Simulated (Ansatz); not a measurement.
# CH3ClGe: relaxed scan of one distance from a Python script

Wanted for CH3ClGe: a relaxed scan of one distance. SMILES: [CH3][Ge][Cl].

Program: the Python package of Ansatz 0.2.0. Level of theory: B3LYP+D4/def2-SVP. These are calculated values, not measurements.

## 1. The system

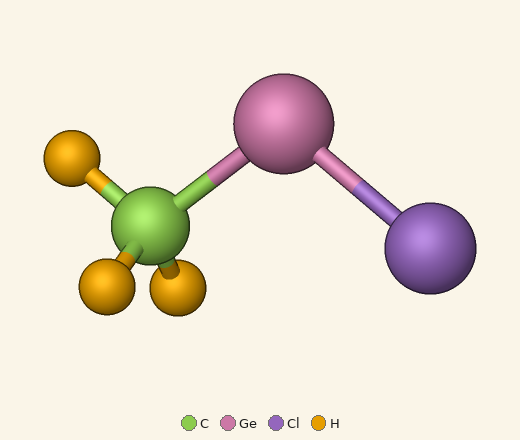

The structure that the script starts from, seen from a chosen angle (carbon green, germanium pink, chlorine purple, hydrogen amber).

The script holds or builds the structure itself.

## 2. The code

The input, ch3clge_relaxed_scan.py:

```python
"""Relaxed scan of one distance in CH3ClGe."""

import ansatz as az
import numpy as np

BASIS = "def2-SVP"
XC = "b3lyp"
DISPERSION = "d4"

system = (
    az.Crystal.molecule()
    .atom("C", (-0.3731, 0.4222, -0.2378))
    .atom("Ge", (1.2818, -0.0268, 0.5411))
    .atom("Cl", (1.2955, -2.1593, 0.8732))
    .atom("H", (-0.3715, 1.5725, -0.4309))
    .atom("H", (-1.2413, 0.1788, 0.423))
    .atom("H", (-0.5493, -0.0515, -1.2147))
)

base = (
    system.calculation()
    .basis(gaussian=BASIS)
    .functional(XC, dispersion=DISPERSION)
)
symbols = [site.symbol for site in system.cartesian_sites]
pairs = [(0, 1), (0, 3), (0, 4), (0, 5), (1, 2)]
print("held (A)   E (eV)        ", "  ".join(f"{symbols[i]}{i}-{symbols[j]}{j}" for i, j in pairs))
for length in [1.73, 1.88, 2.03, 2.26, 2.54]:
    r = base.relax(constraints=[az.DistanceConstraint((0, 1), at=length)], force_tolerance=0.02, max_steps=60).run(threads=1, backend="cpu").report
    xyz = np.array(r["positions_ang"])
    print(f"{length:6.2f} {r['free_energy_ev']:14.5f}  ", "  ".join(f"{np.linalg.norm(xyz[i] - xyz[j]):.3f}" for i, j in pairs))
```

## 3. What the engine is handed

The engine receives this input (first run):

```yaml
crystal:
  periodic: [false, false, false]
  atoms:
    - { symbol: C, position_ang: [-0.3731, 0.4222, -0.2378] }
    - { symbol: Ge, position_ang: [1.2818, -0.0268, 0.5411] }
    - { symbol: Cl, position_ang: [1.2955, -2.1593, 0.8732] }
    - { symbol: H, position_ang: [-0.3715, 1.5725, -0.4309] }
    - { symbol: H, position_ang: [-1.2413, 0.1788, 0.423] }
    - { symbol: H, position_ang: [-0.5493, -0.0515, -1.2147] }
basis:
  gaussian:
    orbitals: def2-SVP
hamiltonian:
  xc: b3lyp
  dispersion: d4
relax:
  f_tol: 0.02
  max_steps: 60
  constraints:
    - { distance: [0, 1], at: 1.73 }
```

## 4. Running it

Run with:

```bash
$ python ch3clge_relaxed_scan.py
```

Log:

```text
held (A)   E (eV)         C0-Ge1  C0-H3  C0-H4  C0-H5  Ge1-Cl2
DeckWarning: relax.constraints: the input's atoms, or those drawn, lie off the distances that are held; a relaxation that starts there is brought onto them ahead of its first SCF, by positions alone, an atom by 7.67e-2 Å at the most. With the symmetry detection on, the symmetry is detected on the input's atoms as so [...]
  1.73   -70116.89670   1.730  1.103  1.107  1.106  2.243
  1.88   -70117.53371   1.880  1.102  1.105  1.105  2.233
  2.03   -70117.65188   2.030  1.101  1.104  1.104  2.225
  2.26   -70117.36582   2.260  1.099  1.101  1.101  2.216
  2.54   -70116.76022   2.540  1.097  1.098  1.098  2.208
```

(Warnings from the package without file and line, shortened, repeats left out.)

Run time: 1.7 min. Hardware: 1 thread of Arm Neoverse V1, shared host; peak memory 0.23 GiB.

## 5. The engine's runs

From the records of these 5 runs:

```
run  distance (Å)  energy from run 3 (eV)  SCF cycles in all  CPU time (s)
  1          1.73                  0.7552                 66            23
  2          1.88                  0.1182                 60            20
  3          2.03                  0.0000                 61            20
  4          2.26                  0.2861                 61            20
  5          2.54                  0.8917                 64            20
```

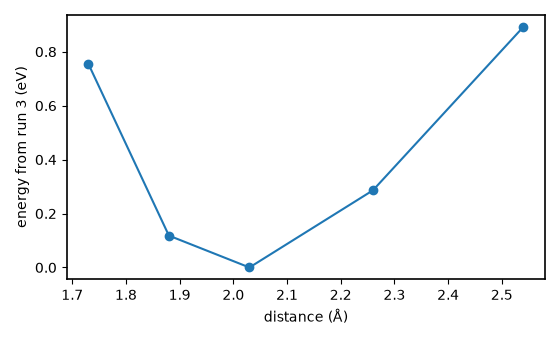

Energy against distance; lines join the points.

## 6. The relaxation of run 1, step by step

Step by step:

```csv
step,E - E(step 1) (eV),largest force component (eV/Å)
1,0.0000,2.1004
2,-0.2512,0.9512
3,-0.2796,0.5180
4,-0.3003,0.1030
5,-0.3029,0.0593
6,-0.3033,0.0215
7,-0.3033,0.0109
```

Step 1 is the start.

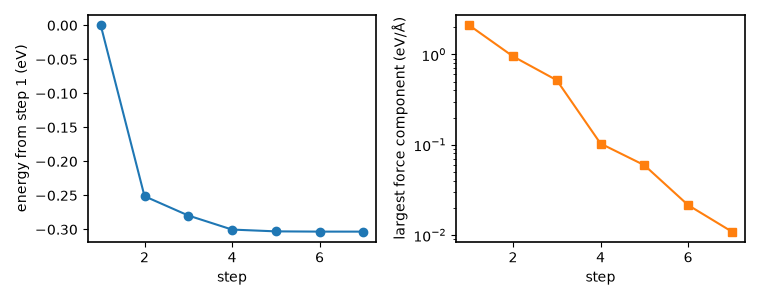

Energy and largest force along the relaxation.

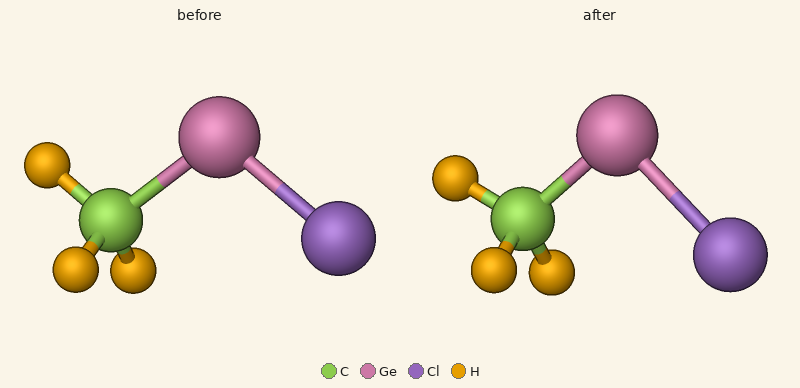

Before and after, at one scale.

Before: Bond lengths: C1–Ge2 1.883 Å, Ge2–Cl3 2.158 Å, C1–H4 1.166 Å, C1–H5 1.118 Å, C1–H6 1.100 Å. Angles: C1–Ge2–Cl3 107.7°, Ge2–C1–H4 107.6°, Ge2–C1–H5 112.7°, Ge2–C1–H6 113.9°, H4–C1–H5 108.3°, H4–C1–H6 106.1°, H5–C1–H6 107.9°.

After: Bond lengths: C1–Ge2 1.730 Å, Ge2–Cl3 2.243 Å, C1–H4 1.103 Å, C1–H5 1.107 Å, C1–H6 1.106 Å. Angles: C1–Ge2–Cl3 97.6°, Ge2–C1–H4 112.8°, Ge2–C1–H5 112.0°, Ge2–C1–H6 112.4°, H4–C1–H5 107.3°, H4–C1–H6 107.5°, H5–C1–H6 104.4°.

## 7. The relaxation of run 5, step by step

Step by step:

```
step  E - E(step 1) (eV)  largest force component (eV/Å)
   1              0.0000                          3.3816
   2             -0.4062                          1.7261
   3             -0.3791                          1.2110
   4             -0.5330                          0.5144
   5             -0.5487                          0.0800
   6             -0.5497                          0.0110
```

Step 1 is the start. Step 3 was tried and not accepted.

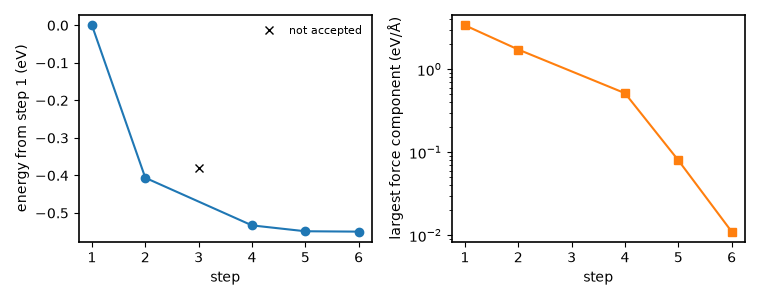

Energy and largest force along the relaxation.

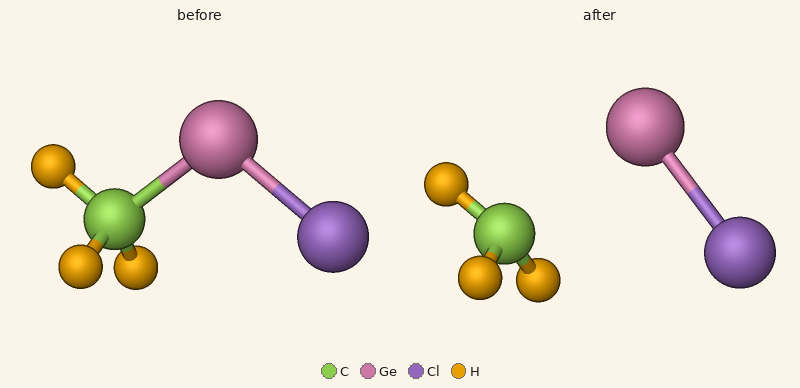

The structure before (left) and after (right) the relaxation, drawn at the same scale.

Before: Bond lengths: C1–Ge2 1.883 Å, Ge2–Cl3 2.158 Å, C1–H4 1.166 Å, C1–H5 1.118 Å, C1–H6 1.100 Å. Angles: C1–Ge2–Cl3 107.7°, Ge2–C1–H4 107.6°, Ge2–C1–H5 112.7°, Ge2–C1–H6 113.9°, H4–C1–H5 108.3°, H4–C1–H6 106.1°, H5–C1–H6 107.9°.

After: Bond lengths: Ge2–Cl3 2.208 Å, C1–H4 1.097 Å, C1–H5 1.098 Å, C1–H6 1.098 Å. Angles: H4–C1–H5 113.1°, H4–C1–H6 113.2°, H5–C1–H6 111.8°.

## 8. Results

```
                  quantity     value
             runs compared         5
           range of energy  0.892 eV
lowest point, distance (Å)      2.03
```

**Reading.** The curve has its lowest point inside the range, at 2.03. The ends stand 0.755 and 0.892 eV above it. The distance scanned is the script's pair 0, 1. Run 1: After 6 moves the largest shift is 0.274 Å, of atom 3 (Cl). Run 5: The relaxation took 4 moves; the largest shift is 0.463 Å, of atom 2 (Ge). The energies are electronic: no zero-point or thermal terms, and the basis set is short of its limit. b3lyp holds the VWN-RPA fit, as in Gaussian; the form of ORCA and Turbomole is b3lyp5.
